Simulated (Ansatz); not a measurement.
H₃Si···HF (doublet)

```yaml
atoms:
  - { symbol: Si, position_ang: [0.0003, 0.0000, -0.2914] }
  - { symbol: H, position_ang: [0.0009, 0.0000, 2.3170] }
  - { symbol: H, position_ang: [1.4348, 0.0000, -0.6961] }
  - { symbol: H, position_ang: [-0.7169, 1.2423, -0.6960] }
  - { symbol: H, position_ang: [-0.7169, -1.2423, -0.6960] }
  - { symbol: F, position_ang: [-0.0008, 0.0000, 3.2440] }
```

Theory: Ansatz 0.2.0, UKS PBE0-D4/def2-SVP.

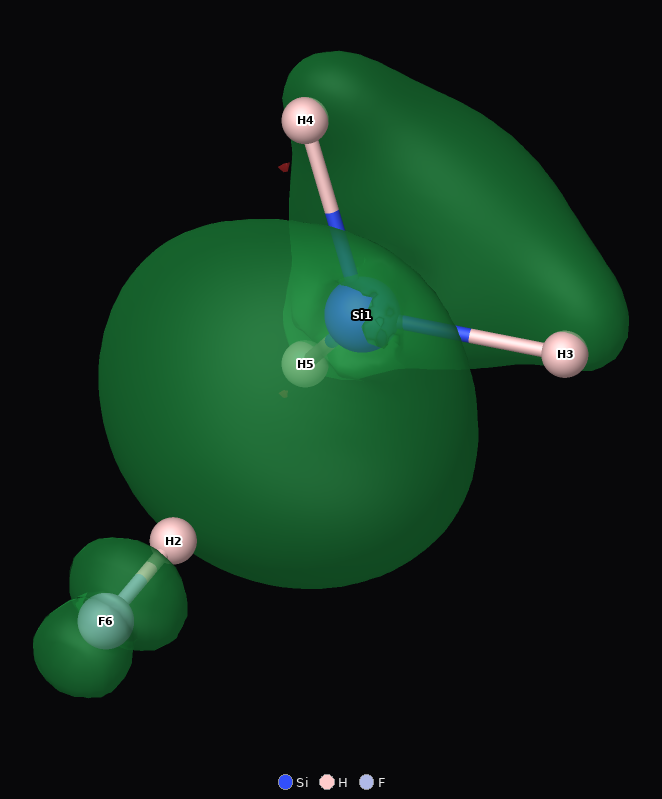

Figure 1. Isosurfaces of the spin density at +0.015 (green) and −0.015 e/Å³ (red), seen at an oblique angle.

Which atoms carry the spin?

The unpaired spin (1 electron) lies mostly on Si1 (about 0.8), in electrons by Hirshfeld's partition.

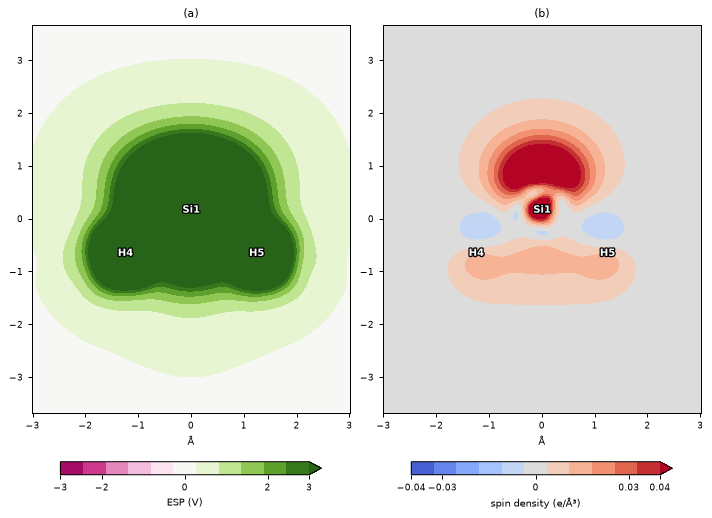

Figure 2. (a) molecular electrostatic potential; (b) spin density on the plane of atoms H4, Si1 and H5.

What do the fields say about this system?

- Atoms in the plane: Si and H.
- The potential has no marked negative region in this plane.

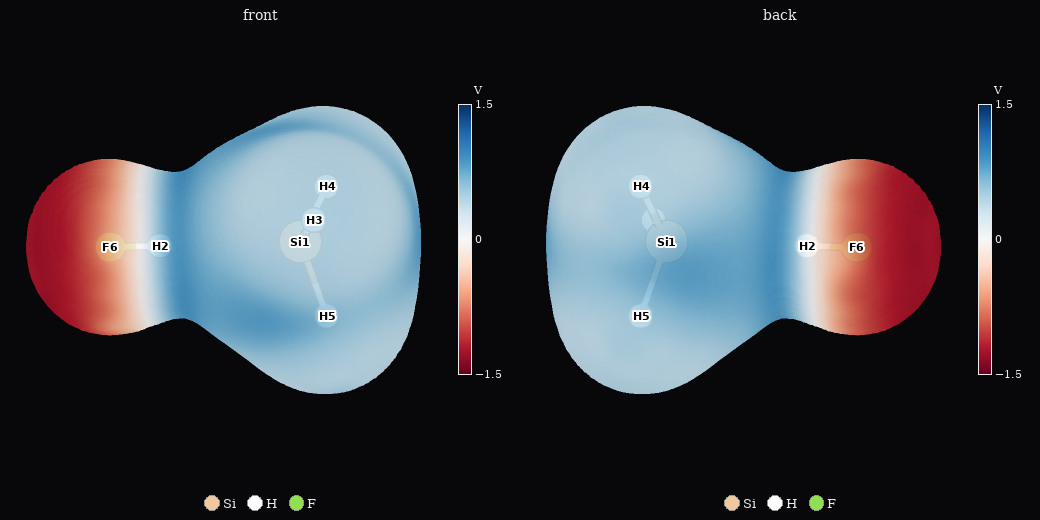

Figure 3. The molecular electrostatic potential painted on the density surface at 0.001 e/bohr³, seen from the front and from behind; the colour scale runs from red (negative) to blue (positive).

Where is the surface potential most negative and most positive?

The most negative region (about −1.3 V) lies over F6, the most positive (about +0.9 V) over the gap between the two molecules, near Si1 and H2.

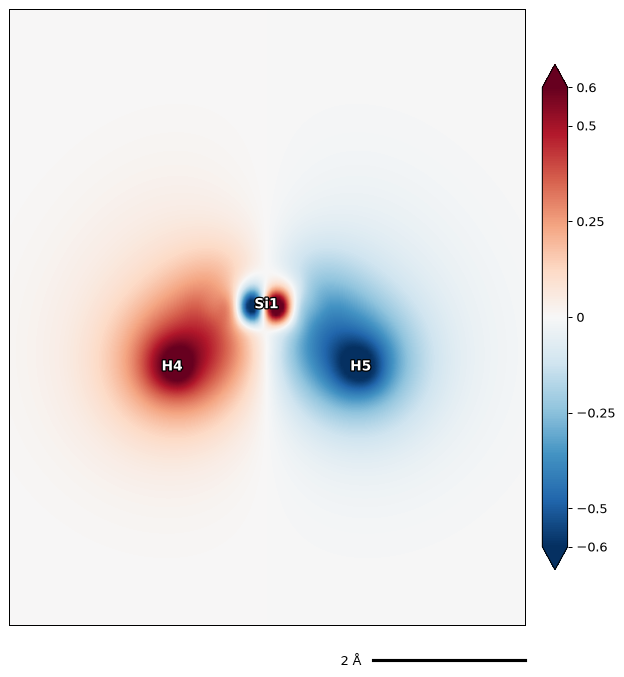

Figure 4. The HOMO (β) on the plane of atoms H4, Si1 and H5 (values in Å⁻³ᐟ²; the overall sign is arbitrary).

What is the character of this orbital?

By Hirshfeld shares it lies mainly on Si1 (about 40 %), H4 (about 25 %) and H5 (about 25 %). It is one of a degenerate set, so its orientation is arbitrary. Its energy is −10.43 eV.
